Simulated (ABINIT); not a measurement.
Band structure of CsMg7 (P-6m2, 8 atoms in the cell).

```yaml
crystal:
  lattice:
    - [7.01544, 0.00000, 0.00000]
    - [-3.50772, 6.07555, 0.00000]
    - [0.00000, 0.00000, 5.44585]
  atoms:
    - { symbol: Cs, position: [0.00000, 0.00000, 0.00000] }
    - { symbol: Mg, position: [0.00731, 0.50365, 0.00000] }
    - { symbol: Mg, position: [0.49634, 0.99269, 0.00000] }
    - { symbol: Mg, position: [0.49634, 0.50365, 0.00000] }
    - { symbol: Mg, position: [0.18396, 0.36791, 0.50000] }
    - { symbol: Mg, position: [0.18396, 0.81605, 0.50000] }
    - { symbol: Mg, position: [0.63209, 0.81605, 0.50000] }
    - { symbol: Mg, position: [0.66667, 0.33333, 0.50000] }
```

Method of the run: PBEsol, PAW (JTH v2.0 PBE PAW, files made for PBE) (plane waves; ABINIT 10.0.3).

Settings: pseudos = [Cs.GGA_PBE-JTH.xml, Mg.GGA_PBE-JTH.xml]; ecut = 42 Ry; pawecutdg = 84 Ry; pawxcdev = 0; ixc = -116133; occopt = 3; tsmear = 0.00367493 Ha; ngkpt = 3 3 3; nshiftk = 1; shiftk = 0 0 0; potentials = JTH v2.0 PBE PAW; kptopt = 1; nstep = 100.

The starting cell comes from a database of computed structures (which also holds hypothetical and non-ambient phases and stackings), without a prior relaxation at this level. The potentials were made for another functional than the one used.

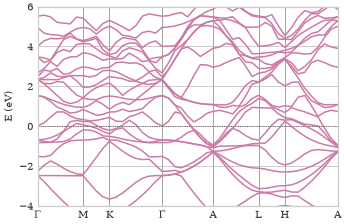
Figure. Bands along the path, energies from the Fermi level.

Levels in eV from the Fermi level, bands 37 to 44:
```tsv
point	37	38	39	40	41	42	43	44
Γ	-1.52	-0.83	-0.69	-0.69	0.01	1.54	1.54	2.33
M	-0.70	-0.19	0.06	0.23	0.33	0.83	0.94	1.42
K	-0.71	-0.52	-0.39	-0.21	0.44	0.71	0.85	1.51
A	-1.26	-1.26	-1.08	-1.04	-0.94	-0.94	0.75	1.08
L	-2.11	-0.97	-0.86	-0.70	0.93	1.39	1.55	2.20
H	-2.30	-1.95	0.26	0.31	0.42	0.69	1.03	2.02
```

Bands cross the Fermi level along this path, so the cell is metallic at this level.
